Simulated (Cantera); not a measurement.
A closed system holds: 1 mol CHF₃, 1.5 mol F₂, 2.6 mol H₂, at 16.0 Pa.

Equilibrium computed with Cantera from the NASA thermochemical tables; the gas is ideal and each condensed phase is pure. Candidate condensed phases: C, C₆H₆, C₇H₈, C₈H₁₈; 95 gas species. The numbers say what is thermodynamically allowed, not how fast it happens.

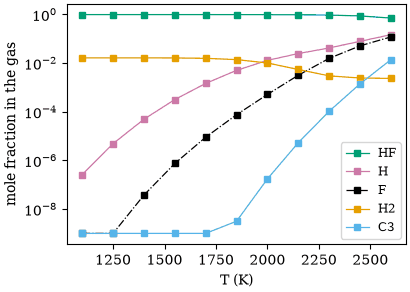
Equilibrium gas composition (values under 1e-9 drawn at 1e-9)

From 1100 K to 2600 K the condensed part is C(graphite).
